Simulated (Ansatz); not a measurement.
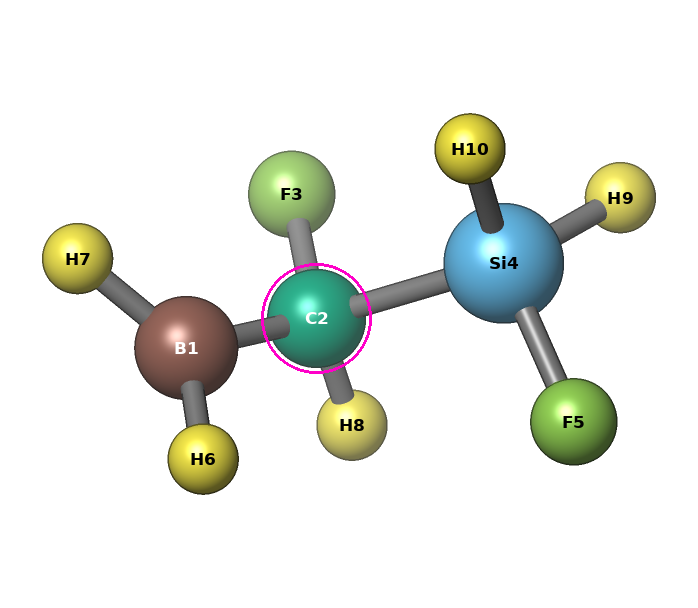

Distant atoms are faded towards the background colour. Circles mark the stereogenic atoms. The geometry was computed by an optimisation with PBE0-D4/def2-TZVP. No frequency run is at hand to confirm it as a minimum.

Give the R/S and E/Z labels.

Answer. C2: S (priorities Si4 > F3 > B1 > H8).

Write the isomeric SMILES.

Answer. B[C@@H](F)[SiH2]F
